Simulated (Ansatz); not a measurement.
**One shape, several levels: BH2O (SMILES [BH]O)**

Wanted: a comparison of 6 runs (UHF/STO-3G, U-revPBE/STO-3G, UB3LYP/STO-3G, UMP2/STO-3G, UCCSDTQ/STO-3G, UCCSD(T)/STO-3G) of BH2O. 

The calculation is run with Ansatz 0.2.0.

58 further runs of the same task are left out: 58 set aside as unsound or not needed.

### Step 1. The structure to begin with

BH2O: 4 atoms, total charge 0, spin state doublet. SMILES: `[BH]O`. The H3–B1 distance was set to 1.501 Å, away from the relaxed value.

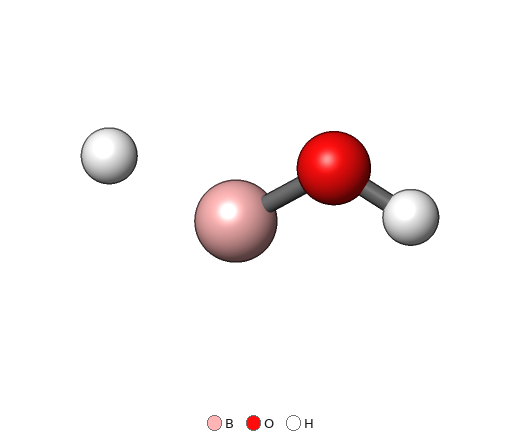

Viewed from a chosen angle; boron pink, oxygen red, hydrogen white.

### Step 2. A single-point energy at UHF/STO-3G (run 1)

File input.yaml:

```yaml
crystal:
  periodic: [false, false, false]
  atoms:
    - symbol: B
      position_ang: [0.258402, -0.348787, 0.350303]
    - symbol: O
      position_ang: [0.384202, 0.681213, -0.486597]
    - symbol: H
      position_ang: [-1.064200, -1.032400, 0.540300]
    - symbol: H
      position_ang: [1.270602, 1.049913, -0.538297]
basis:
  gaussian: {orbitals: STO-3G}
magnetization: {spin_polarized: true, initial_magnetization: 1}
hamiltonian: {xc: hf}
accuracy: high
```

Started as:

```
$ ansatz run input.yaml --threads 1 --pin off --max-ram 2610MiB --events-out events.jsonl --progress --plain --runs-dir runs
```

Log:

```text
Warning: RAYON_NUM_THREADS=1 ignored (pool sized by the plan → 1); use --threads N
Functional definition: HF
  name "HF"
  exchange = exact_x
  correlation = 0
187 factors; integrals over basis functions are off by at most 2.7e-8 eV
mean field evaluation 1: about -2699.8282 eV, gradient 1.2e1 eV
mean field evaluation 2: about -2699.8744 eV, gradient 1.2e1 eV
mean field evaluation 4: about -2701.4144 eV, gradient 2.3e0 eV
mean field evaluation 8: about -2701.5406 eV, gradient 8.5e-2 eV
mean field evaluation 16: about -2701.5392 eV, gradient 2.6e-8 eV
mean field -2701.53916617 eV, -99.2797331876 hartree, gradient 2.6e-8 eV, S^2 0.756039; 0 other end points of the search recorded, 0 dependent functions left out
reference -2701.53916617 eV, -99.2797331876 hartree; 8, 7 occupied and 4, 5 virtual orbitals, 187 factors
Total energy: -2701.53916617 eV, -99.2797331876 hartree
```

Wall time 0.06 s (1 thread of Arm Neoverse V2, shared host).

### Step 3. The energy at U-revPBE/STO-3G (run 2)

File job.yaml:

```yaml
crystal:
  periodic: [false, false, false]
  atoms:
    - {symbol: B, position_ang: [0.258402, -0.348787, 0.350303]}
    - {symbol: O, position_ang: [0.384202, 0.681213, -0.486597]}
    - {symbol: H, position_ang: [-1.064200, -1.032400, 0.540300]}
    - {symbol: H, position_ang: [1.270602, 1.049913, -0.538297]}
basis:
  gaussian:
    orbitals: STO-3G
magnetization:
  spin_polarized: true
  initial_magnetization: 1
hamiltonian:
  xc: {name: revPBE}
accuracy: high
```

Started as:

```
$ ansatz run job.yaml --threads 1 --pin off --max-ram 2610MiB --events-out events.jsonl --progress --plain --runs-dir runs
```

Log:

```text
Warning: RAYON_NUM_THREADS=1 ignored (pool sized by the plan → 1); use --threads N
Functional definition: revPBE
  name "revPBE"
  parameter kappa = 1.245
  parameter beta = 0.06672455060314922
  exchange = pbe_x(kappa = kappa, mu = beta*pi^2/3)
  correlation = pbe_c(beta = beta)
187 factors; integrals over basis functions are off by at most 2.7e-8 eV
mean field evaluation 1: about -2715.0555 eV, gradient 5.2e0 eV
mean field evaluation 2: about -2715.2748 eV, gradient 3.3e0 eV
mean field evaluation 4: about -2715.3979 eV, gradient 4.3e-1 eV
mean field evaluation 8: about -2715.3471 eV, gradient 1.9e-2 eV
mean field evaluation 16: about -2715.3472 eV, gradient 5.4e-8 eV
mean field -2715.34715174 eV, -99.7871672980 hartree, gradient 5.4e-8 eV, S^2 0.752472; 0 other end points of the search recorded, 0 dependent functions left out
reference -2715.34715384 eV, -99.7871673751 hartree; 8, 7 occupied and 4, 5 virtual orbitals, 187 factors
Total energy: -2715.34715384 eV, -99.7871673751 hartree
```

Run time: 0.74 s. Hardware: 1 thread of Arm Neoverse V2, shared host; peak memory 0.1 GiB.

### Step 4. A single-point energy at UB3LYP/STO-3G (run 3)

File input.yaml:

```yaml
crystal:
  periodic: [false, false, false]
  atoms:
    - {symbol: B, position_ang: [0.258402, -0.348787, 0.350303]}
    - {symbol: O, position_ang: [0.384202, 0.681213, -0.486597]}
    - {symbol: H, position_ang: [-1.064200, -1.032400, 0.540300]}
    - {symbol: H, position_ang: [1.270602, 1.049913, -0.538297]}
basis:
  gaussian:
    orbitals: STO-3G
magnetization:
  spin_polarized: true
  initial_magnetization: 1
hamiltonian:
  xc: {name: B3LYP}
accuracy: high
```

Started as:

```
$ ansatz run input.yaml --threads 1 --pin off --max-ram 2610MiB --events-out events.jsonl --progress --plain --runs-dir runs
```

Log:

```text
Warning: RAYON_NUM_THREADS=1 ignored (pool sized by the plan → 1); use --threads N
Functional definition: B3LYP
  name "B3LYP"
  parameter a0 = 0.2
  parameter ax = 0.72
  parameter ac = 0.81
  exchange = (1 - a0 - ax)*slater_x + ax*b88_x + a0*exact_x
  correlation = (1 - ac)*vwn_rpa_c + ac*lyp_c
187 factors; integrals over basis functions are off by at most 2.7e-8 eV
mean field evaluation 1: about -2715.4800 eV, gradient 6.4e0 eV
mean field evaluation 2: about -2715.7668 eV, gradient 5.3e0 eV
mean field evaluation 4: about -2715.9503 eV, gradient 3.8e-1 eV
mean field evaluation 8: about -2715.9175 eV, gradient 7.9e-3 eV
mean field evaluation 16: about -2715.9175 eV, gradient 5.6e-7 eV
mean field -2715.91752181 eV, -99.8081280117 hartree, gradient 2.0e-8 eV, S^2 0.752166; 0 other end points of the search recorded, 0 dependent functions left out
reference -2715.91754526 eV, -99.8081288733 hartree; 8, 7 occupied and 4, 5 virtual orbitals, 187 factors
Total energy: -2715.91754526 eV, -99.8081288733 hartree
```

It took 0.84 s on 1 thread of Arm Neoverse V2, shared host; peak memory 0.1 GiB.

Runs 4 to 5 aren't shown in full; the table further down has their settings and results.

### Step 5. A single-point energy at UCCSD(T)/STO-3G (run 6)

File molecule.yaml:

```yaml
crystal:
  periodic: [false, false, false]
  atoms:
    - {symbol: B, position_ang: [0.258402, -0.348787, 0.350303]}
    - {symbol: O, position_ang: [0.384202, 0.681213, -0.486597]}
    - {symbol: H, position_ang: [-1.064200, -1.032400, 0.540300]}
    - {symbol: H, position_ang: [1.270602, 1.049913, -0.538297]}
basis:
  gaussian: {orbitals: STO-3G}
magnetization: {spin_polarized: true, initial_magnetization: 1}
correlation: {method: ccsd_t, frozen_orbitals: {B: 1, H: 0, O: 1}}
accuracy: high
scf: {omitted_lower_state_checks: [cluster_reference, increment]}
```

Started as:

```
$ ansatz run molecule.yaml --threads 1 --pin off --max-ram 2610MiB --events-out events.jsonl --progress --plain --runs-dir runs
```

Log, shortened:

```text
Warning: RAYON_NUM_THREADS=1 ignored (pool sized by the plan → 1); use --threads N
[... 2 set-up lines as earlier in the session ...]
[...]
187 factors; integrals over basis functions are off by at most 2.7e-8 eV
[...]
mean field -2701.53916617 eV, -99.2797331876 hartree, gradient 2.6e-8 eV, S^2 0.756039; 0 other end points of the search recorded, 0 dependent functions left out
2 core orbitals not correlated: weight in the atoms' cores, before any rotation towards them, 1.000 or more for the frozen orbitals, at most 0.000 for the correlated occupied ones
reference -2701.53916617 eV, -99.2797331876 hartree; 6, 5 occupied and 4, 5 virtual orbitals, 187 factors
second order -2.11172112 eV of doubles, -0.00000000 eV of singles
cycle   1  -2.43671065 eV  change   -3.2e-1 eV  update   8.5e-2
[...]
cycle  24  -2.77991610 eV  change  -1.2e-10 eV  update  4.6e-10
perturbative correction -0.10620756 eV, -0.0039030558 hartree
Total energy: -2704.42528983 eV, -99.3857962759 hartree
Checks for a lower state left out: cluster_reference, increment
```

Run time: 0.12 s. Hardware: 1 thread of Arm Neoverse V2, shared host.

### Step 6. All runs side by side

```csv
run,level,frozen core orbitals,energy (Eh),⟨S²⟩,wall time
1,UHF/STO-3G,–,-99.279733,0.756,0.06 s
2,U-revPBE/STO-3G,–,-99.787167,0.752,0.74 s
3,UB3LYP/STO-3G,–,-99.808129,0.752,0.84 s
4,UMP2/STO-3G,2,-99.357338,0.756,0.06 s
5,UCCSDTQ/STO-3G,2,-99.386321,0.756,12 s
6,UCCSD(T)/STO-3G,2,-99.385796,0.756,0.12 s
```

### Step 7. What came out

```
                                          quantity         value
                               run 6: total energy  -99.38580 Eh
run 6: correlation energy (2 core orbitals frozen)    -106.1 mEh
                             run 6: (T) correction     -3.90 mEh
          run 6: ⟨S²⟩ of the reference determinant         0.756
                              run 6: T1 diagnostic         0.023
```

In words: Below the UHF energy at the same shape and in the same basis (STO-3G): UMP2 -77.6 mEh; UCCSDTQ -106.6 mEh; UCCSD(T) -106.1 mEh. Totals of different functionals can't be ranked against each other. In runs 1, 2, 3, 4, 5, 6 the basis is minimal, so the values are rough. All runs together took 14 s, the longest 12 s.
